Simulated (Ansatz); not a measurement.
# CH₅BO₂S₂: small, medium and large basis sets

How large a basis does CH₅BO₂S₂ need? Two functionals are run in growing sets.

Computed with Ansatz 0.2.0, Gaussian basis. Level: one geometry, several basis sets.

Plan: PBE0-D4/def2-SVP; ωB97M-V/def2-SVP; PBE0-D4/def2-QZVPP; ωB97M-V/def2-QZVPP; the functionals' def2-TZVPP values are taken from earlier runs.

### Step 1. The geometry

An earlier PBE0-D4 in a triple-zeta def2 set relaxation fixed the geometry.

11 atoms, charge 0, spin multiplicity 1.

Atoms are counted from 1 here; the program's logs count them from 0.

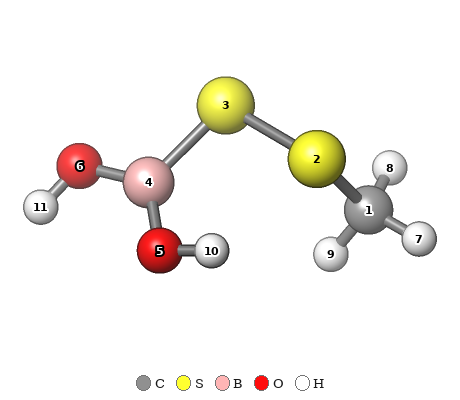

The structure; carbon grey, sulfur yellow, boron pink, oxygen red, hydrogen white; atoms are numbered from 1 in the order of the file.

As a file:

```xyz
11
CH5BO2S2
C     0.2194   -1.0661    1.8351
S     1.4876   -0.4987    0.6857
S     0.6588   -0.9526   -1.1360
B    -0.2240    0.6276   -1.5057
O    -0.1620    1.7029   -0.6878
O    -0.9374    0.6386   -2.6586
H     0.6097   -0.8740    2.8372
H     0.0477   -2.1347    1.7137
H    -0.7104   -0.5156    1.6949
H     0.4296    1.5253    0.0613
H    -1.3535    1.4904   -2.8193
```

### Step 2. PBE0-D4 in def2-SVP

Contents of in.yaml:

```yaml
crystal:
  periodic: [false, false, false]
  atoms:
    - {symbol: C, position_ang: [0.219358, -1.066066, 1.835112]}
    - {symbol: S, position_ang: [1.487568, -0.498729, 0.685707]}
    - {symbol: S, position_ang: [0.658822, -0.952563, -1.136027]}
    - {symbol: B, position_ang: [-0.223988, 0.627574, -1.505742]}
    - {symbol: O, position_ang: [-0.162032, 1.702892, -0.687799]}
    - {symbol: O, position_ang: [-0.937382, 0.638567, -2.658575]}
    - {symbol: H, position_ang: [0.609669, -0.873985, 2.837204]}
    - {symbol: H, position_ang: [0.047695, -2.134665, 1.713683]}
    - {symbol: H, position_ang: [-0.710352, -0.515625, 1.694945]}
    - {symbol: H, position_ang: [0.429586, 1.525284, 0.061290]}
    - {symbol: H, position_ang: [-1.353546, 1.490415, -2.819298]}
basis:
  gaussian: {orbitals: def2-SVP}
hamiltonian: {xc: pbe0, dispersion: d4}
output: {orbitals: {seedname: orbitals}}
```

Command:

```
ansatz run in.yaml --threads 4 --pin off --events-out ev --progress --plain --max-ram 10444MiB
```

Further steps of the session: ωB97M-V in def2-SVP; PBE0-D4 in def2-QZVPP; ωB97M-V in def2-QZVPP.

Before running them: what should the planned runs give, taken together? Wanted: PBE0-D4: double and triple zeta above quadruple; ωB97M-V: double and triple zeta above quadruple.

The runs gave:

| quantity | value |
| --- | --- |
| PBE0-D4: double and triple zeta above quadruple | 15.55, 0.99 eV |
| ωB97M-V: double and triple zeta above quadruple | 15.62, 0.94 eV |

In words: PBE0-D4 gains 14.56 eV from double to triple zeta, then 0.99 eV more. Total energies overstate the basis error of differences, where much of it tends to cancel. The LUMO of ωB97M-V is positive and keeps falling with the basis (1.74 to 1.10 eV): an unbound level that the basis holds in place.
